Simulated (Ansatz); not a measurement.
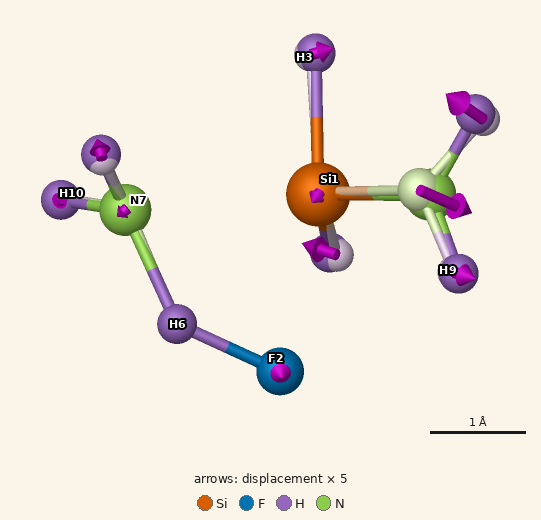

A constrained relaxation of SiN$_{2}$H$_{7}$F. The starting structure is drawn faded, the final one solid; purple arrows show the displacements, magnified 5 times. The two geometries are superimposed by the best rigid fit.

Style: ball-and-stick. Shown at a tilt.

The reaction that was planned forms Si1–N7, F2–H6 and breaks Si1–F2, H6–N7 (atoms numbered from 1 in input order).

The calculation used Ansatz 0.2.0, RKS PBE0-D4/def2-SVP.

Input file:
```yaml
crystal:
  periodic: [false, false, false]
  atoms:
    - {symbol: Si, position_ang: [0.148300, -0.469500, -0.553900]}
    - {symbol: F, position_ang: [1.361900, 0.136000, 0.921400]}
    - {symbol: H, position_ang: [-1.049900, -0.857100, -1.326300]}
    - {symbol: H, position_ang: [1.019800, -1.634500, -0.524300]}
    - {symbol: N, position_ang: [0.446400, 1.077400, -1.224200]}
    - {symbol: H, position_ang: [0.348300, 0.057700, 1.569700]}
    - {symbol: N, position_ang: [-0.899200, -0.320100, 1.284300]}
    - {symbol: H, position_ang: [0.168900, 1.254900, -2.173100]}
    - {symbol: H, position_ang: [1.292000, 1.565600, -0.985700]}
    - {symbol: H, position_ang: [-1.215100, -1.188500, 1.680300]}
    - {symbol: H, position_ang: [-1.621300, 0.378100, 1.331700]}
basis:
  gaussian: {orbitals: def2-SVP}
hamiltonian: {xc: pbe0, dispersion: d4}
relax: {f_tol: 0.08, max_steps: 120, escape_saddle: false, constraints: [{distance: [0, 6]}, {distance: [1, 5]}, {distance: [0, 1]}, {distance: [5, 6]}]}
```

What happened in the run?

The optimiser took 6 steps. The atom that moves furthest after the best rigid fit is N5 (0.16 Å). Largest moves by element: N 0.16 Å, H 0.13 Å, F 0.05 Å, Si 0.03 Å. Some distances before and after: Si1–H3 1.477 → 1.511 Å, Si1–H4 1.455 → 1.488 Å, Si1–H6 2.197 → 2.167 Å, N7–H10 1.005 → 1.017 Å. Bond angles that change, for instance: Si1–N5–H9 119.5° → 123.9°, H8–N5–H9 111.8° → 114.9°, H3–Si1–H4 106.6° → 103.8°. The run took of the order of 26 core-seconds on a shared host.
